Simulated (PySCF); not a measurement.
Consider C$_{4}$H$_{12}$BCl$_{2}$N.

```xyz
20

C    -1.0936   -0.9485    0.7418
C    -0.4403    0.1524   -0.1085
C    -1.3940    0.4873   -1.2662
C    -0.2869    1.4113    0.7595
B     1.0006   -0.3358   -0.7093
N     2.0365   -0.7022    0.5080
Cl    0.9295   -1.9126   -1.6576
Cl    1.9168    0.9686   -1.6307
H    -2.0976   -0.6479    1.0332
H    -0.5272   -1.1410    1.6524
H    -1.1644   -1.8733    0.1756
H    -0.9787    1.2813   -1.8816
H    -2.3595    0.8142   -0.8851
H    -1.5483   -0.3864   -1.8945
H     0.2260    2.1933    0.2062
H     0.2744    1.2045    1.6701
H    -1.2662    1.7846    1.0513
H     1.6535   -1.4656    1.0639
H     2.1968    0.1250    1.0812
H     2.9172   -0.9983    0.0873
```

Geometry: GFN2-xTB.

Level of theory: PBE0/pcSseg-1, SCF density, gas phase, non-relativistic in PySCF.

What will maps of the electron density and electron localisation function show?

Answer. C–C (1.54 Å): the density is about 1.6 e/Å³ at the midpoint; the ELF peaks at about 0.95 between the atoms: localised, covalent bonding.
C–B (1.64 Å): the density is about 1.3 e/Å³ at the midpoint; the ELF peaks at about 1 between the atoms; a covalent bond.
B–N (1.64 Å): the density is about 1.2 e/Å³ at the midpoint; the ELF peaks at about 0.95 between the atoms; a shared but strongly polarised pair.
N–H (1.02 Å): the density is about 2.9 e/Å³ at the midpoint; the ELF climbs to about 1 towards the hydrogen, as it does in any bond to H: a covalent bond by its length.

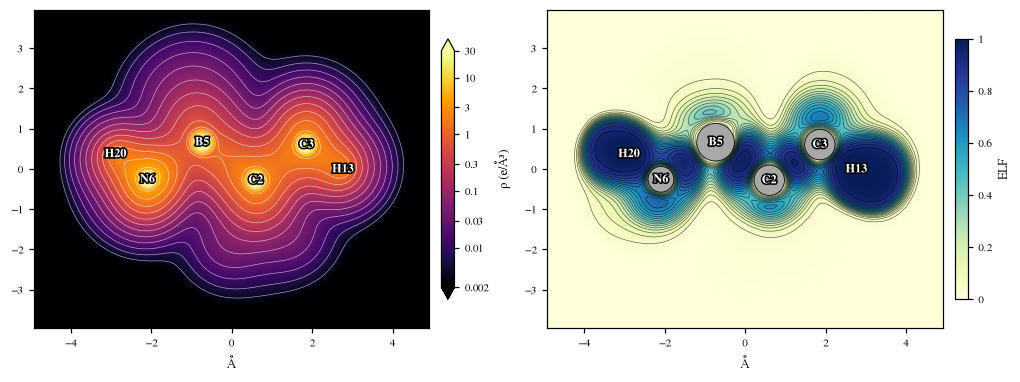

Computed electron density and electron localisation function on the plane of atoms C3, C2 and B5, in this order. Grey discs cover the atomic cores in the ELF map. 
